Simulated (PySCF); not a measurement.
**C5H15FSi3: density, localisation and related maps**

```xyz
24

C     3.1001    0.7566    0.5461
Si    2.5858   -0.7456   -0.4922
C     0.8468   -1.3400    0.0185
C    -0.2141   -0.2422    0.1132
C    -1.5366   -0.8085    0.6528
C    -2.6352    0.2564    0.7395
Si   -2.7927    1.1454   -0.9513
Si   -0.6138    0.6709   -1.5260
F     0.3595    1.9701   -1.6299
H     2.9682    0.5769    1.6099
H     2.5148    1.6317    0.2792
H     4.1450    1.0018    0.3819
H     2.6089   -0.4012   -1.9197
H     3.5187   -1.8594   -0.2580
H     0.9207   -1.8409    0.9896
H     0.5063   -2.1041   -0.6844
H     0.1401    0.5043    0.8355
H    -1.3727   -1.2494    1.6421
H    -1.8690   -1.6178   -0.0061
H    -3.5691   -0.2065    1.0588
H    -2.3667    0.9765    1.5157
H    -3.2200    2.5363   -0.7599
H    -3.8224    0.4903   -1.7698
H    -0.2142   -0.0819   -2.7110
```

Geometry: GFN2-xTB.

These are results of PBE0/pcSseg-1, SCF density, gas phase, non-relativistic (PySCF 2.14.0), not measurements.

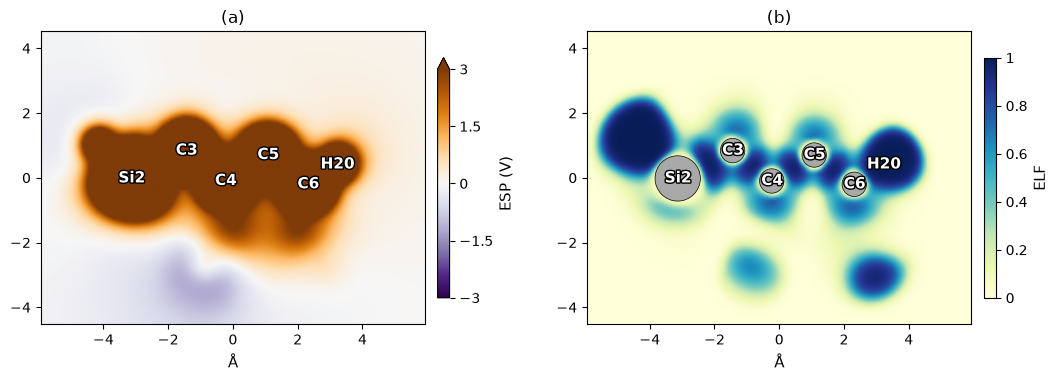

Figure 1. (a) molecular electrostatic potential; (b) electron localisation function on the plane of atoms C4, C5 and C6. Grey discs cover the atomic cores in the ELF map.

**Read the bonding off the picture.**

The plane passes through Si, C and H nuclei.
C–C (1.53 Å): the ELF peaks at about 0.95 between the atoms, as expected for a covalent bond.
C–Si (1.91 Å): the ELF peaks at about 0.95 between the atoms; a shared electron pair.
C–H (1.09 Å): the ELF climbs to about 1 towards the hydrogen, as it does in any bond to H: a covalent bond by its length.
Outside the dense part of the molecule the potential is most negative (−1.2 V) near F9, which lies off the plane.

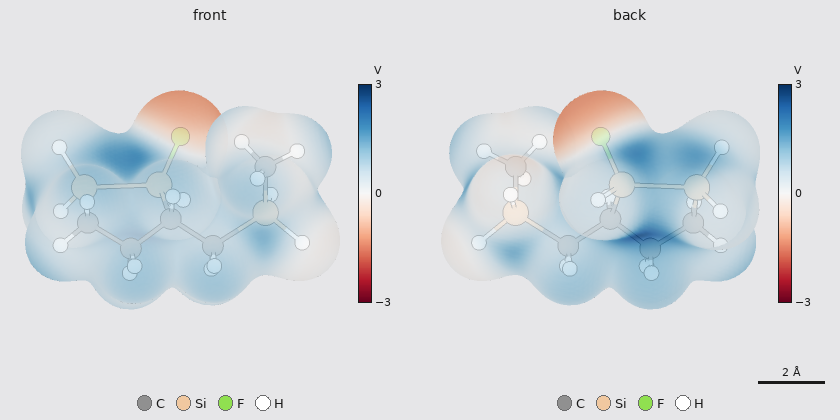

Figure 2. The molecular electrostatic potential painted on the density surface at 0.004 e/bohr³, seen from the front and from behind; red is negative and blue positive.

**Which sites attract a positive test charge, and which a negative one?**

A positive charge is drawn to the negative regions and a negative charge to the positive ones. The most negative region (about −1.3 V) lies over F9, the most positive (about +2.3 V) over Si8.

**How polar is the molecule by this calculation?**

Its dipole moment is 2.04 D.
